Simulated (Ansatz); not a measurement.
C$_{2}$H$_{7}$NSi (SMILES C[SiH2]C=N)

Input file:

```
crystal:
  periodic: [false, false, false]
  atoms:
    - {symbol: C, position_ang: [-0.947728, 1.377579, 0.013168]}
    - {symbol: Si, position_ang: [-0.123325, -0.153719, -0.672287]}
    - {symbol: C, position_ang: [1.245494, -0.765095, 0.482055]}
    - {symbol: N, position_ang: [1.296926, -1.901064, 1.048695]}
    - {symbol: H, position_ang: [-1.734354, 1.726939, -0.659527]}
    - {symbol: H, position_ang: [-1.396014, 1.174937, 0.988146]}
    - {symbol: H, position_ang: [-0.223400, 2.186858, 0.132350]}
    - {symbol: H, position_ang: [0.465177, 0.141474, -2.008650]}
    - {symbol: H, position_ang: [-1.088530, -1.281625, -0.802327]}
    - {symbol: H, position_ang: [2.082525, -0.089523, 0.707168]}
    - {symbol: H, position_ang: [0.488430, -2.473862, 0.791811]}
basis:
  gaussian: {orbitals: def2-TZVPP}
hamiltonian: {xc: pbe0, dispersion: d4}
output: {orbitals: {seedname: orbitals}}
```

Launched as:

```sh
ansatz run in.yaml --threads 2 --pin off --events-out ev --progress --plain --max-ram 4352MiB
```

Geometry: PBE0-D4/def2-TZVP.

Computed with Ansatz, RKS PBE0-D4/def2-TZVPP.

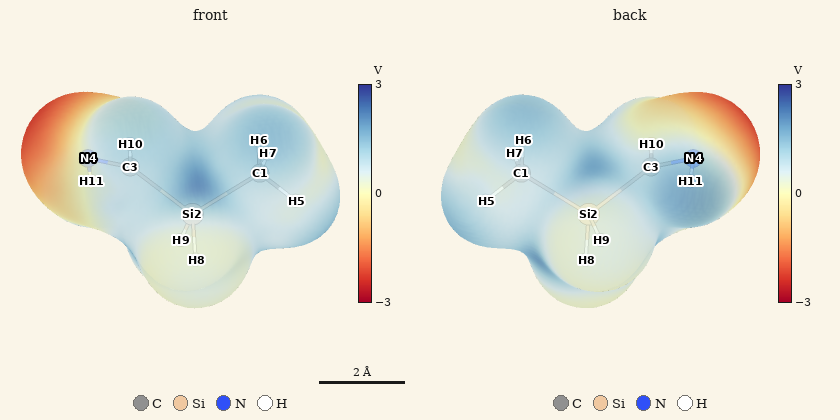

Figure 1. The electrostatic potential painted on the density surface at 0.004 e/bohr³, seen from the front and from behind; the colour scale runs from red (negative) to blue (positive).

### Describe the electrostatic potential map.

The most negative region (about −2.2 V) lies over N4, the most positive (about +2.0 V) over Si2. N4 is the likeliest acceptor of a hydrogen bond.

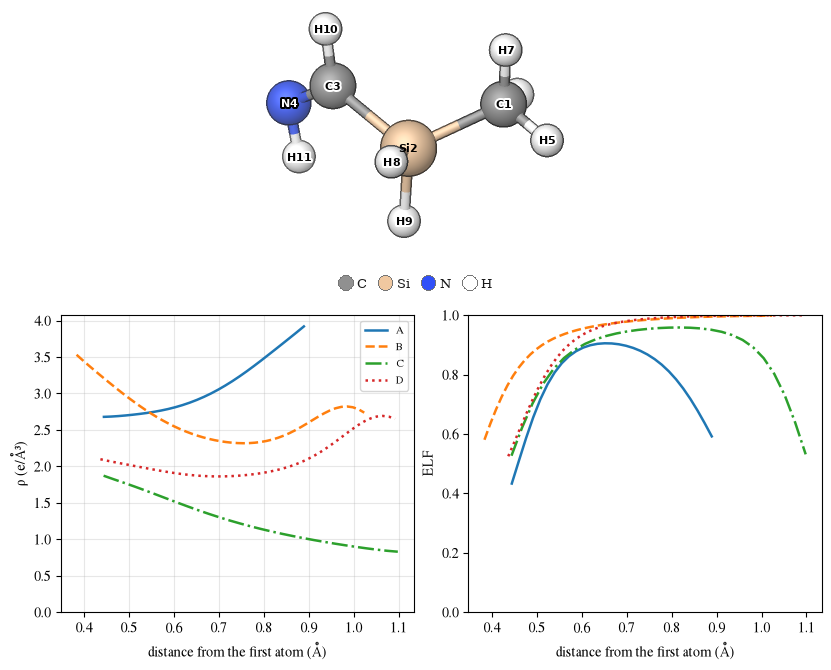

Figure 2. Total electron density and electron localisation function along straight lines between neighbouring atoms. The curves leave out the atomic cores. The structure is drawn too.

### Which curve belongs to which contact (C–H, C–N, C–Si and N–H)? The first atom named is at distance zero.

Curve A: C–N (1.27 Å): the density is about 2.9 e/Å³ at the midpoint; the ELF peaks at about 0.90 between the atoms (a multiple bond). Curve B: N–H (1.02 Å): ρ at the midpoint is about 2.9 e/Å³; the ELF climbs to about 1 towards the hydrogen, as it does in any bond to H (a covalent bond by its length). Curve C: C–Si (1.87 Å): ρ at the midpoint is about 0.96 e/Å³; the ELF peaks at about 0.95 between the atoms, as expected for a shared electron pair. Curve D: C–H (1.09 Å): the density is about 2 e/Å³ at the midpoint; the ELF climbs to about 1 towards the hydrogen; a covalent bond by its length.

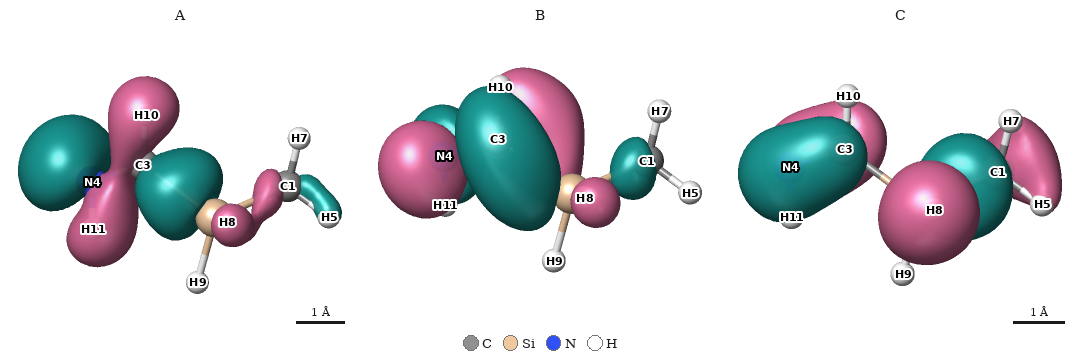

Figure 3. Three frontier orbitals at ±0.1 Å⁻³ᐟ² (teal and pink are the two phases), in no order.

### Which picture is the HOMO−1, the HOMO and the LUMO?

C is the HOMO−1 (−9.06 eV). By Hirshfeld shares it lies mainly on N4 (about 30 %), C1 (about 15 %), C3 (about 15 %), Si2 (about 15 %) and H8 (about 10 %). A is the HOMO (−7.13 eV). By Hirshfeld shares it lies mainly on N4 (about 50 %), C3 (about 20 %), Si2 (about 10 %), H11 (about 5 %) and H10 (about 5 %). B is the LUMO (−0.90 eV). Its weight (Hirshfeld) is mainly on N4 (about 35 %), C3 (about 35 %) and Si2 (about 15 %); π-antibonding (π*) across N4–C3.

### What is the HOMO–LUMO gap?

6.23 eV between the orbital energies.
